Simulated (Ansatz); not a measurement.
**Te2Mo (P6_3/mmc): zone-centre modes under pressure**

Wanted: Grüneisen parameters and pressure coefficients of the modes of Te2Mo (P6_3/mmc).

Program: Ansatz 0.2.0. Level of theory: DFT LDA, scalar-relativistic, plane waves, PAW; PAW set soft_1. Results are calculated unless marked as measured.

### Step 1. The starting structure

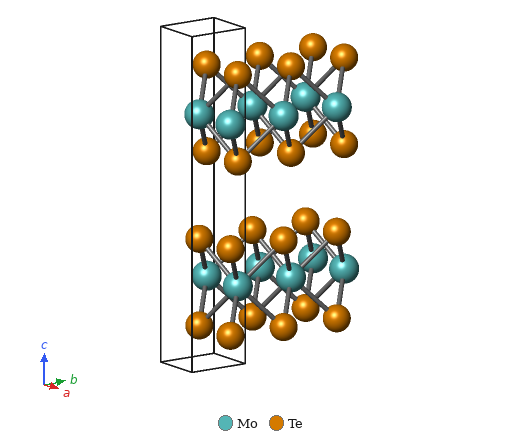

Start, viewed slightly off an axis; molybdenum teal, tellurium orange. 2×3×1 cells are drawn.

### Step 2. Relaxation

Harmonic phonons are second derivatives at a point where the forces vanish, and they are wanted at zero stress, so atoms and cell are relaxed first.

The input, input.yaml:

```yaml
crystal:
  lattice:
    - [3.5182, 0.0, 0.0]
    - [-1.7591, 3.0468505756, 0.0]
    - [0.0, 0.0, 13.9736]
  atoms:
    - { symbol: Mo, position: [0.33333333, 0.66666667, 0.25] }
    - { symbol: Mo, position: [0.66666667, 0.33333333, 0.75] }
    - { symbol: Te, position: [0.33333333, 0.66666667, 0.621] }
    - { symbol: Te, position: [0.66666667, 0.33333333, 0.121] }
    - { symbol: Te, position: [0.33333333, 0.66666667, 0.879] }
    - { symbol: Te, position: [0.66666667, 0.33333333, 0.379] }
kpoints:
  mp_grid: { grid: [9, 9, 2] }
hamiltonian:
  xc: lda
  pseudopotentials: { kind: paw, azcp: { folder: soft_1 }, xc_functional: pbe }
scf:
  occupations: { method: gaussian, width: 0.02 }
output:
  forces: true
  stress: true
  eigenvalues: true
  write_density: true
  write_potential: true
  elf: true
  volumetric_format: npy
relax:
  adjacent_minimum: "off"
  f_tol: 0.005
  max_steps: 80
  cell: { stress_tol: 0.05 }
```

Launch:

```bash
$ ansatz run input.yaml --threads 8 --pin off --max-ram 16384MiB --backend cpu --events-out ev --progress --plain --runs-dir out
```

Numbers of over 12 decimals in the logs are rounded to 6 here.

What it wrote:

```text
Engine: ansatz 0.2.0, aarch64-unknown-linux-gnu
Pseudopotentials: kind: paw
Pseudopotential: Mo, paw, valence charge 14, recommended cutoff 420 eV (normal), soft_1/Mo.paw.azcp
Pseudopotential: Te, paw, valence charge 16, recommended cutoff 420 eV (normal), soft_1/Te.paw.azcp
Functional definition: SPW92
  exchange = slater_x
  correlation = pw_c
Crystal: 6 atoms, lattice volume = 149.789 Å³
Basis set: ecut = 420 eV, 2909 PW (Γ)
Bands: 56, of which v1, the nominal top of the filled ones, is band 46 counted from 1 (45 counted from 0)
Symmetry: 24 space group operations
Space group: P63/mmc (ITA 194), of the structure as read, at distance tolerance 5.3e-5 Å
k-points: 24 of 162
Non-local potential: Mo, projectors of the file, l = 0: 3, l = 1: 2, l = 2: 2, l = 3: 1
Non-local potential: Te, projectors of the file, l = 0: 2, l = 1: 2, l = 2: 2, l = 3: 1
PAW form: soft (Blöchl's): semilocal exchange-correlation on the pseudo side does not see the compensation charge
PAW frozen core: Mo, regenerated for the run's functional, and the local potential with it (the file was generated under x = pbe(κ = 0.804, μ = 0.219515), c = pbe(β = 0.066725))
PAW frozen core: Te, regenerated for the run's functional, and the local potential with it (the file was generated under x = pbe(κ = 0.804, μ = 0.219515), c = pbe(β = 0.066725))
PAW one-centre angular grid: Mo, 590 points (default); XC on 64 Gauss nodes
PAW one-centre angular grid: Te, 590 points (default); XC on 64 Gauss nodes
Initial density: superposition of atomic densities (chi_scale 0.1, normalization cell, long waves kept (reshape's long-wave potential 0.01 eV rms))
Initial wavefunctions: pseudopotential atomic-orbital guess
Functional: x = slater, c = lda
SCF iter   1: F=—  HF=-36998.304309 eV  |F-HF|=—  |Δ(HF+E_count)|=         —  Δρ=5.70e-2  dr2=7.13e0  ethr=3.10e-3  ⟨swp⟩=7.6  Hψ=5358  notcnv=0
preconditioner: auto → Resta (q_TF=auto, 2.515 Å⁻¹)  ε∞=6.3  [insulator: Δε(μ)=0.776 eV  Ē_g=7.879 eV  σ=0.020 eV  W_gap=1.00  n_scr=52 (ndim 8)  ℏωp=18.2 eV  f_vac=0.007  D(μ)=0.00/eV (n_scr^D=0)  ε∞_Penn≈6.3]
SCF iter   2: F=—  HF=-36997.010781 eV  |F-HF|=—  |Δ(HF+E_count)|=    1.29e0  Δρ=3.00e-2  dr2=1.87e0  ethr=3.10e-3  ⟨swp⟩=2.0  Hψ=1948  notcnv=0  defer=63
SCF iter   3: F=—  HF=-36996.565657 eV  |F-HF|=—  |Δ(HF+E_count)|=   4.45e-1  Δρ=3.84e-3  dr2=2.56e-2  ethr=2.04e-3  ⟨swp⟩=2.4  Hψ=1825  notcnv=0  defer=63
SCF iter   4: F=—  HF=-36996.562308 eV  |F-HF|=—  |Δ(HF+E_count)|=   3.35e-3  Δρ=1.24e-3  dr2=3.88e-3  ethr=2.78e-5  ⟨swp⟩=2.2  Hψ=2209  notcnv=0  defer=63
SCF iter   5: F=—  HF=-36996.561687 eV  |F-HF|=—  |Δ(HF+E_count)|=   6.21e-4  Δρ=2.74e-4  dr2=2.06e-4  ethr=4.22e-6  ⟨swp⟩=2.0  Hψ=1758  notcnv=0  defer=63
SCF iter   6: F=—  HF=-36996.561687 eV  |F-HF|=—  |Δ(HF+E_count)|=   2.00e-7  Δρ=1.15e-4  dr2=3.80e-5  ethr=2.24e-7  ⟨swp⟩=2.4  Hψ=1624  notcnv=0  defer=63
SCF iter   7: F=—  HF=-36996.561690 eV  |F-HF|=—  |Δ(HF+E_count)|=   2.82e-6  Δρ=2.04e-5  dr2=7.44e-7  ethr=4.13e-8  ⟨swp⟩=2.1  Hψ=1525  notcnv=0  defer=63
SCF iter   8: F=—  HF=-36996.561690 eV  |F-HF|=—  |Δ(HF+E_count)|=   1.31e-7  Δρ=8.69e-6  dr2=1.85e-7  ethr=1.09e-10  ⟨swp⟩=16.8  Hψ=10800  notcnv=0
SCF iter   9: F=-36996.561690 eV  HF=-36996.561690 eV  |F-HF|=6.55e-10  |Δ(HF+E_count)|=   1.79e-8  Δρ=1.80e-6  dr2=4.72e-9  ethr=1.09e-10  ⟨swp⟩=8.1  Hψ=7739  notcnv=0
SCF 1 converged in 9 iterations: F = -36996.561690 eV  dr2 = 4.72e-9
  greatest PAW one-centre occupation: 0.999 electrons in one spin orbital (limit 2), on the Te atom at site 5 (counted from 0), in its partial waves of l = 2
relax step   1: F+E_penalty+E_count = -36996.56169029 eV  Δ(F+E_penalty+E_count) = +0.000e0 eV  max|allowed force component| = 2.939e-1 eV/Å  Δτ_max = 0.0000 Å  P = -3.027 GPa  Ω = 149.789 Å³  (9 SCF iters, dr2 threshold 1.00e-7 eV, accepted)
Crystal: 6 atoms, lattice volume = 133.928 Å³
Basis set: ecut = 420 eV, 2661 PW (Γ)
Initial density: handed on by an earlier stage of this run
Initial wavefunctions: those handed on with the density
iter 1 solved again at ethr=1.81e-4 eV; its pass at ethr=3.10e-3 eV (dr2=1.67e-1 eV) is discarded
SCF iter   1: F=—  HF=-36996.424818 eV  |F-HF|=—  |Δ(HF+E_count)|=         —  Δρ=5.51e-3  dr2=1.70e-1  ethr=1.81e-4  ⟨swp⟩=2.0  Hψ=6451  notcnv=0
preconditioner: auto → Resta (q_TF=auto, 2.563 Å⁻¹)  ε∞=6.8  [insulator: Δε(μ)=0.655 eV  Ē_g=8.018 eV  σ=0.020 eV  W_gap=1.00  n_scr=52 (ndim 8)  ℏωp=19.3 eV  f_vac=0.004  D(μ)=0.00/eV (n_scr^D=0)  ε∞_Penn≈6.8]
SCF iter   2: F=—  HF=-36996.406056 eV  |F-HF|=—  |Δ(HF+E_count)|=   1.88e-2  Δρ=2.74e-3  dr2=4.16e-2  ethr=1.81e-4  ⟨swp⟩=2.2  Hψ=1573  notcnv=0
SCF iter   3: F=—  HF=-36996.400505 eV  |F-HF|=—  |Δ(HF+E_count)|=   5.55e-3  Δρ=6.40e-4  dr2=6.19e-4  ethr=4.52e-5  ⟨swp⟩=3.2  Hψ=2046  notcnv=0
SCF iter   4: F=—  HF=-36996.400472 eV  |F-HF|=—  |Δ(HF+E_count)|=   3.33e-5  Δρ=1.47e-4  dr2=5.88e-5  ethr=6.72e-7  ⟨swp⟩=2.1  Hψ=1857  notcnv=0
SCF iter   5: F=—  HF=-36996.400462 eV  |F-HF|=—  |Δ(HF+E_count)|=   1.00e-5  Δρ=3.31e-5  dr2=1.72e-6  ethr=6.39e-8  ⟨swp⟩=2.0  Hψ=1668  notcnv=0
SCF iter   6: F=-36996.400462 eV  HF=-36996.400462 eV  |F-HF|=4.58e-8  |Δ(HF+E_count)|=   6.93e-9  Δρ=9.75e-6  dr2=2.07e-7  ethr=6.52e-10  ⟨swp⟩=11.2  Hψ=9914  notcnv=0
SCF 2 converged in 6 iterations: F = -36996.400462 eV  dr2 = 2.07e-7
  greatest PAW one-centre occupation: 0.999 electrons in one spin orbital (limit 2), on the Te atom at site 4 (counted from 0), in its partial waves of l = 2
relax step   2: F+E_penalty+E_count = -36996.40046181 eV  Δ(F+E_penalty+E_count) = +1.612e-1 eV  max|allowed force component| = 5.728e-1 eV/Å  Δτ_max = 0.0380 Å  P = +7.522 GPa  Ω = 133.928 Å³  energy of the carried Pulay correction = +4.806e-3 eV  (6 SCF iters, dr2 threshold 6.00e-7 eV, rejected (line search))
Crystal: 6 atoms, lattice volume = 145.002 Å³
Basis set: ecut = 420 eV, 2825 PW (Γ)
iter 1 solved again at ethr=1.04e-4 eV; its pass at ethr=3.10e-3 eV (dr2=9.55e-2 eV) is discarded
SCF iter   1: F=—  HF=-36996.622803 eV  |F-HF|=—  |Δ(HF+E_count)|=         —  Δρ=4.06e-3  dr2=1.02e-1  ethr=1.04e-4  ⟨swp⟩=3.1  Hψ=6853  notcnv=0
preconditioner: auto → Resta (q_TF=auto, 2.529 Å⁻¹)  ε∞=6.9  [insulator: Δε(μ)=0.762 eV  Ē_g=7.628 eV  σ=0.020 eV  W_gap=1.00  n_scr=52 (ndim 8)  ℏωp=18.5 eV  f_vac=0.014  D(μ)=0.00/eV (n_scr^D=0)  ε∞_Penn≈6.9]
SCF iter   2: F=—  HF=-36996.611372 eV  |F-HF|=—  |Δ(HF+E_count)|=   1.14e-2  Δρ=2.67e-3  dr2=1.49e-2  ethr=1.04e-4  ⟨swp⟩=3.0  Hψ=1884  notcnv=0
SCF iter   3: F=—  HF=-36996.609079 eV  |F-HF|=—  |Δ(HF+E_count)|=   2.29e-3  Δρ=1.21e-3  dr2=6.20e-3  ethr=1.62e-5  ⟨swp⟩=2.0  Hψ=1869  notcnv=0
SCF iter   4: F=—  HF=-36996.608207 eV  |F-HF|=—  |Δ(HF+E_count)|=   8.72e-4  Δρ=3.79e-4  dr2=2.28e-4  ethr=6.74e-6  ⟨swp⟩=2.0  Hψ=1874  notcnv=0
SCF iter   5: F=—  HF=-36996.608175 eV  |F-HF|=—  |Δ(HF+E_count)|=   3.19e-5  Δρ=7.01e-5  dr2=9.89e-6  ethr=2.48e-7  ⟨swp⟩=2.1  Hψ=1866  notcnv=0
SCF iter   6: F=—  HF=-36996.608174 eV  |F-HF|=—  |Δ(HF+E_count)|=   7.60e-7  Δρ=1.90e-5  dr2=6.03e-7  ethr=1.08e-8  ⟨swp⟩=2.8  Hψ=2286  notcnv=0
SCF iter   7: F=—  HF=-36996.608174 eV  |F-HF|=—  |Δ(HF+E_count)|=   5.48e-7  Δρ=5.31e-6  dr2=4.16e-8  ethr=6.56e-10  ⟨swp⟩=2.2  Hψ=2248  notcnv=0
SCF iter   8: F=—  HF=-36996.608174 eV  |F-HF|=—  |Δ(HF+E_count)|=   1.17e-8  Δρ=1.59e-6  dr2=4.20e-9  ethr=4.52e-11  ⟨swp⟩=2.5  Hψ=2081  notcnv=0
SCF iter   9: F=—  HF=-36996.608174 eV  |F-HF|=—  |Δ(HF+E_count)|=  9.75e-10  Δρ=5.31e-7  dr2=3.96e-10  ethr=4.57e-12  ⟨swp⟩=2.2  Hψ=2218  notcnv=0
SCF iter  10: F=-36996.608174 eV  HF=-36996.608174 eV  |F-HF|=2.18e-11  |Δ(HF+E_count)|=  5.82e-11  Δρ=1.27e-7  dr2=2.08e-11  ethr=1.00e-12  ⟨swp⟩=6.8  Hψ=6427  notcnv=0
SCF 3 converged in 10 iterations: F = -36996.608174 eV  dr2 = 2.08e-11
relax step   3: F+E_penalty+E_count = -36996.60817357 eV  Δ(F+E_penalty+E_count) = -4.648e-2 eV  max|allowed force component| = 2.407e-2 eV/Å  Δτ_max = 0.0113 Å  P = -0.399 GPa  Ω = 145.002 Å³  energy of the carried Pulay correction = +1.358e-3 eV  (10 SCF iters, accepted)
[...]
relax step   4: F+E_penalty+E_count = -36996.60954466 eV  Δ(F+E_penalty+E_count) = -1.371e-3 eV  max|allowed force component| = 4.925e-3 eV/Å  Δτ_max = 0.0092 Å  P = +0.030 GPa  Ω = 143.770 Å³  energy of the carried Pulay correction = +1.720e-3 eV  (5 SCF iters, dr2 threshold 4.73e-7 eV, accepted)
Initial wavefunctions: pseudopotential atomic-orbital guess (no wavefunctions were taken with the density)
iter 1 solved again at ethr=4.80e-7 eV; its pass at ethr=3.10e-3 eV (dr2=4.41e-4 eV) is discarded
SCF iter   1: F=—  HF=-36996.607850 eV  |F-HF|=—  |Δ(HF+E_count)|=         —  Δρ=5.62e-5  dr2=1.40e-6  ethr=4.80e-7  ⟨swp⟩=3.3  Hψ=9049  notcnv=0
preconditioner: auto → Resta (q_TF=auto, 2.533 Å⁻¹)  ε∞=6.9  [insulator: Δε(μ)=0.720 eV  Ē_g=7.650 eV  σ=0.020 eV  W_gap=1.00  n_scr=52 (ndim 8)  ℏωp=18.6 eV  f_vac=0.011  D(μ)=0.00/eV (n_scr^D=0)  ε∞_Penn≈6.9]
SCF iter   2: F=—  HF=-36996.607853 eV  |F-HF|=—  |Δ(HF+E_count)|=   3.21e-6  Δρ=2.76e-5  dr2=3.71e-7  ethr=1.53e-9  ⟨swp⟩=2.0  Hψ=2395  notcnv=0
SCF iter   3: F=—  HF=-36996.607853 eV  |F-HF|=—  |Δ(HF+E_count)|=   1.16e-9  Δρ=5.16e-6  dr2=4.13e-8  ethr=4.03e-10  ⟨swp⟩=2.0  Hψ=1859  notcnv=0
SCF iter   4: F=—  HF=-36996.607853 eV  |F-HF|=—  |Δ(HF+E_count)|=   6.03e-9  Δρ=1.33e-6  dr2=4.61e-9  ethr=4.49e-11  ⟨swp⟩=2.0  Hψ=1644  notcnv=0
SCF iter   5: F=—  HF=-36996.607853 eV  |F-HF|=—  |Δ(HF+E_count)|=  8.44e-10  Δρ=1.12e-6  dr2=4.95e-9  ethr=5.01e-12  ⟨swp⟩=2.6  Hψ=2047  notcnv=0
SCF iter   6: F=—  HF=-36996.607853 eV  |F-HF|=—  |Δ(HF+E_count)|=  5.17e-10  Δρ=3.70e-7  dr2=2.69e-10  ethr=5.01e-12  ⟨swp⟩=2.0  Hψ=1473  notcnv=0
SCF iter   7: F=-36996.607853 eV  HF=-36996.607853 eV  |F-HF|=0.00e0  |Δ(HF+E_count)|=  2.18e-11  Δρ=6.55e-8  dr2=7.92e-12  ethr=1.00e-12  ⟨swp⟩=6.0  Hψ=5689  notcnv=0
SCF 5 converged in 7 iterations: F = -36996.607853 eV  dr2 = 7.92e-12
relax step   5: F+E_penalty+E_count = -36996.60785326 eV  Δ(F+E_penalty+E_count) = +1.691e-3 eV  max|allowed force component| = 4.733e-3 eV/Å  Δτ_max = 0.0000 Å  P = +0.028 GPa  Ω = 143.770 Å³  stress off target by 4.32e-2 GPa  SCF on the basis re-selected at this cell (its energy is not comparable with the rows above)  (7 SCF iters)
basis re-selected at this cell: Δ(F+E_penalty+E_count) = +1.691e-3 eV, ΔP = -0.002 GPa vs the last step (what re-selecting the basis moved, of the pressure what is left beyond the Pulay correction that the steps carried, after the strain that the cell walked since its last selection, with what the two solves' SCF thresholds leave and, on support functions, any second-order correction that the steps lacked; it is no m [...]
SCF converged after 7 iterations
Free energy (F): -36996.607853 eV
Harris-Foulkes:  -36996.607853 eV  (|F-HF|=0.00e0)
Internal energy: -36996.607853 eV  (E = F + TS)
E sigma→0 (E₀):  -36996.607853 eV
Fermi energy:    13.234705 eV
--- Per-component energies (eV) ---
  E_band       = -1105.329565
  E_kinetic    = 1546.604953
  E_local      = -8566.871417  (includes V_loc(G=0)·N_el)
  E_nonlocal   = 598.223276
  E_hartree    = 4048.147617
  E_xc         = -841.355692
  E_vxc        = -852.906400  (∫ρ·V_xc dr)
  E_paw        = -24279.374893  (= ΣΔE_a)
  E_vpaw       = -1926.675457  (= ΣTr[D̂ρ^β])
  E_aug_tail   = 0.000394  (compensation charges beyond the density's cutoff)
  E_ewald      = -9505.642292
  E_core_change = 3.660200  (= ΣΔE_core)
  E_smearing   = -0.000000  (= −TS)
  E_closure    = -0.000000  (closes the sum)
  Σ components = -36996.607853   (vs F -36996.607853, Δ=0.00e0)
--- Forces (eV/Å), atoms counted from 1 ---
  atom   1  Mo    -0.00000000     0.00000000     0.00000000
  atom   2  Mo     0.00000000    -0.00000000     0.00000000
  atom   3  Te    -0.00000000     0.00000000     0.00473342
  atom   4  Te     0.00000000    -0.00000000     0.00473342
  atom   5  Te    -0.00000000     0.00000000    -0.00473342
  atom   6  Te    -0.00000000    -0.00000000    -0.00473342
  max |Σ_I F_I| component: 2.31e-17 eV/Å
--- Stress (GPa, compression-positive) ---
        0.043244       0.000000       0.000000
       -0.000000       0.043244       0.000000
        0.000000       0.000000      -0.001047
  P = ⅓ Tr σ = 0.0285 GPa (0.285 kbar)
--- Band table (eV; the first three rows and the last of 24) ---
  k-point 0: bands = [... 42 lower, 11.8625, 11.8625, 12.6125, 12.8752, 15.8852, 15.8852, 16.0403, 16.0403, ... 6 higher]
  k-point 1: bands = [... 42 lower, 11.8426, 11.8426, 12.8053, 12.8053, 15.9263, 15.9263, 15.9263, 15.9263, ... 6 higher]
  k-point 2: bands = [... 42 lower, 11.7395, 11.8000, 12.6817, 12.8350, 15.3435, 15.3593, 15.4085, 15.4914, ... 6 higher]
  k-point 23: bands = [... 42 lower, 10.8082, 10.8082, 12.6121, 12.6121, 13.9061, 13.9061, 14.4577, 14.4577, ... 6 higher]
--- Relaxed structure (4 steps of the walk, 3 accepted, 1 SCFs on fresh bases) ---
  F+E_penalty+E_count = -36996.60785326 eV   max|allowed force component| = 4.733e-3 eV/Å   (the final SCF, on the basis selected at the relaxed cell)
  cell:  # Å, volume = 143.7696 Å³
    - [3.472018, 0.0, 0.0]
    - [-1.736009, 3.006856, 0.0]
    - [0.0, 0.0, 13.771223]
  atoms:
    - { symbol: Mo, position: [0.333333, 0.666667, 0.25] }
    - { symbol: Mo, position: [0.666667, 0.333333, 0.75] }
    - { symbol: Te, position: [0.333333, 0.666667, 0.619538] }
    - { symbol: Te, position: [0.666667, 0.333333, 0.119538] }
    - { symbol: Te, position: [0.333333, 0.666667, 0.880462] }
    - { symbol: Te, position: [0.666667, 0.333333, 0.380462] }
```

Wall time 17 s (8 threads of Arm Neoverse N1, shared host); peak memory 0.71 GiB.

The steps of the relaxation:

| step | energy less that of the first step (eV) | largest force component (eV/Å) | pressure (GPa) | volume (Å³) |
| --- | --- | --- | --- | --- |
| 1 | 0.0000 | 0.2939 | -3.03 | 149.79 |
| 2 | 0.1612 | 0.5728 | 7.52 | 133.93 |
| 3 | -0.0465 | 0.0241 | -0.40 | 145.00 |
| 4 | -0.0479 | 0.0049 | 0.03 | 143.77 |
| 5* | -0.0462 | 0.0047 | 0.03 | 143.77 |

Relaxation steps marked * repeat the geometry before them on a plane-wave basis chosen anew for their cell, so energy and pressure can jump there. Relaxation step 2 was tried and not accepted.

Forces are held to the 24 operations that the run works with; a distortion that breaks them can't arise in this run.

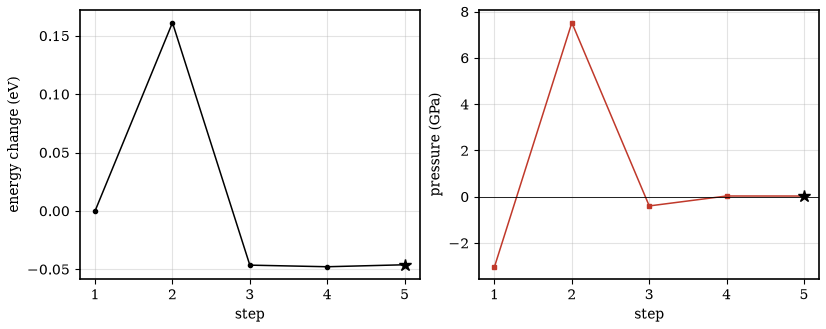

Energy and pressure along the relaxation. Stars mark steps on a basis chosen anew.

| conventional cell, symmetrised | before | after | change |
| --- | --- | --- | --- |
| a (Å) | 3.518 | 3.472 | -1.3 % |
| b (Å) | 3.518 | 3.472 | -1.3 % |
| c (Å) | 13.974 | 13.771 | -1.4 % |
| volume (Å³/atom) | 24.96 | 23.96 | -4.0 % |

The atoms that moved most (Å, as changes of fractional coordinates times the final cell):

| atom | dx | dy | dz | length |
| --- | --- | --- | --- | --- |
| Te5 | 0.000 | 0.000 | 0.020 | 0.020 |
| Te4 | 0.000 | 0.000 | -0.020 | 0.020 |
| Te6 | 0.000 | 0.000 | 0.020 | 0.020 |
| Te3 | 0.000 | 0.000 | -0.020 | 0.020 |

Final coordinates:

```cif
data_structure
_symmetry_space_group_name_H-M 'P 1'
_symmetry_Int_Tables_number 1
_cell_length_a 3.4720
_cell_length_b 3.4720
_cell_length_c 13.7712
_cell_angle_alpha 90.000
_cell_angle_beta 90.000
_cell_angle_gamma 120.000
_cell_volume 143.77
loop_
_atom_site_label
_atom_site_type_symbol
_atom_site_fract_x
_atom_site_fract_y
_atom_site_fract_z
_atom_site_occupancy
Mo1 Mo 0.33333 0.66667 0.25000 1
Mo2 Mo 0.66667 0.33333 0.75000 1
Te3 Te 0.33333 0.66667 0.61954 1
Te4 Te 0.66667 0.33333 0.11954 1
Te5 Te 0.33333 0.66667 0.88046 1
Te6 Te 0.66667 0.33333 0.38046 1
```

Numbers from this step:

| Item | Value |
| --- | --- |
| pressure | 0.02848 GPa |
| gap on the k-mesh | 0.7200 eV |
| volume per atom | 23.96 Å³ |

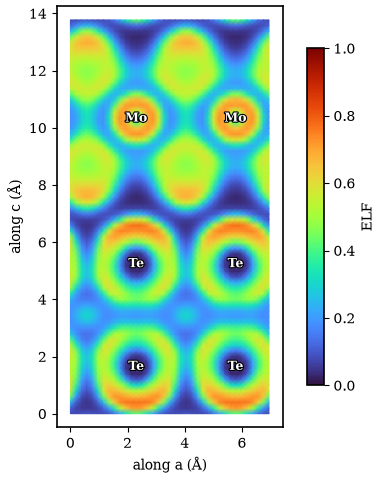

ELF in the ac plane at fractional y = 0.333, with atoms of Mo and Te within 0.2 Å of it. It is the smooth field of the valence electrons, not physical close to the nuclei.

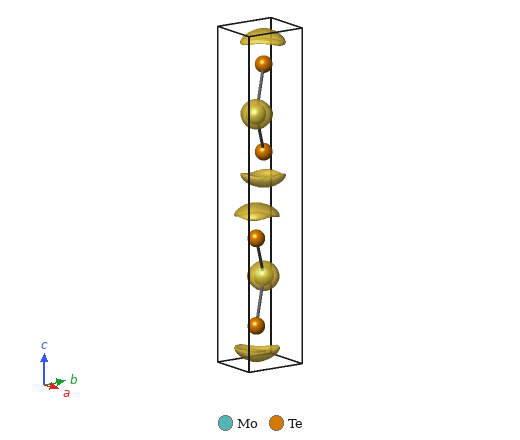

Surface of ELF = 0.69.

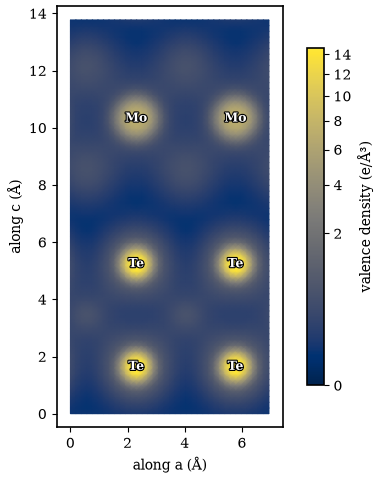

Valence density in the ac plane at fractional y = 0.333, with atoms of Mo and Te within 0.2 Å of it. It is the smooth field of the valence electrons, not physical close to the nuclei. The colour scale is stretched toward low values.

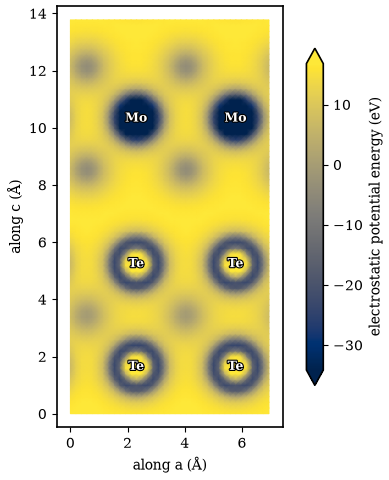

Electrostatic potential energy in the ac plane at fractional y = 0.333, with atoms of Mo and Te within 0.2 Å of it. With pseudopotentials it is smooth inside the atoms' cores, unlike the true potential.

In this step the volume went from 24.96 to 23.96 Å³/atom.

[end of part 1 of 4]

[Logs are printed without paths, hosts, clocks, repeated set-up lines and the standing remarks that a program may print on its own settings, such as how far it seeks lower states.]

[Hosts, paths, dates, database ids (printed as entryN), source tags and the programs' standing remarks are cut or masked in the printed files.]
